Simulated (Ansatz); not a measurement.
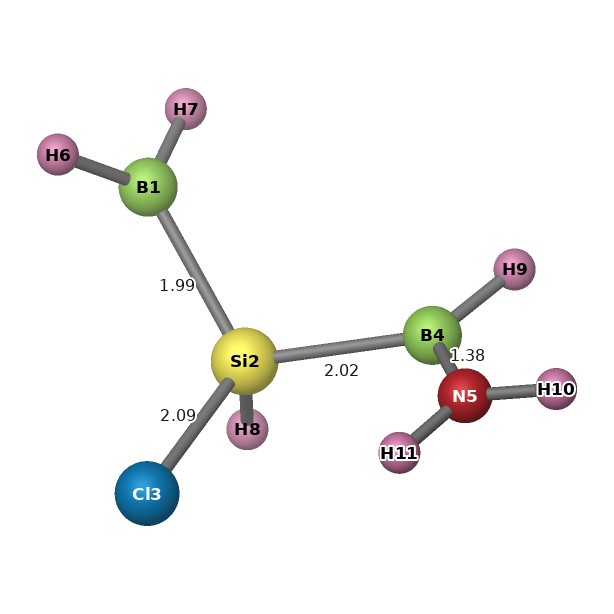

The numbers beside the sticks are distances in Å. Sticks don't show bond order. Computed geometry: PBE0-D4/def2-TZVP optimisation. No frequency run is at hand to confirm it as a minimum.

### Which of the marked bonds are single, double, triple or aromatic?

B1–Si2 single; Si2–Cl3 single; Si2–B4 single; B4–N5 single.

### Write the SMILES.

B[Si@H](Cl)BN
